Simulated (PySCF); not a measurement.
SMILES C#C/C=C\CC at its GFN2-xTB optimised geometry (Å):

```
14

C      0.5015    -2.5203    -3.0452
C      0.9019    -1.9420    -2.0713
C      1.4060    -1.2642    -0.9414
C      0.6436    -0.7107     0.0000
C     -0.8498    -0.7107     0.0000
C     -1.3994     0.7161     0.0000
H      0.1467    -3.0256    -3.8931
H      2.4865    -1.2197    -0.8788
H      1.1136    -0.2033     0.8324
H     -1.2173    -1.2508    -0.8743
H     -1.2055    -1.2271     0.8972
H     -1.0432     1.2642     0.8700
H     -2.4865     0.7038     0.0214
H     -1.0772     1.2438    -0.8950
```

Computed with PBE/def2-TZVP in PySCF. Cells within 0.4 Å of a nucleus heavier than hydrogen are left out (blank, or x).

Map of the deformation density (molecule minus spherical neutral atoms) (e/bohr³) on the plane z = 0.0 Å:

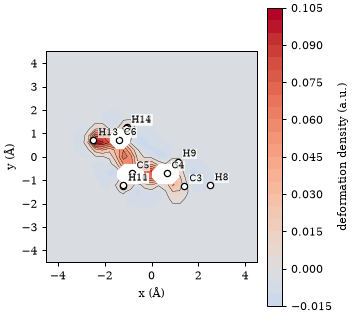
Figure: Deformation density (molecule minus spherical neutral atoms) (e/bohr³) on the plane z = 0.0 Å.
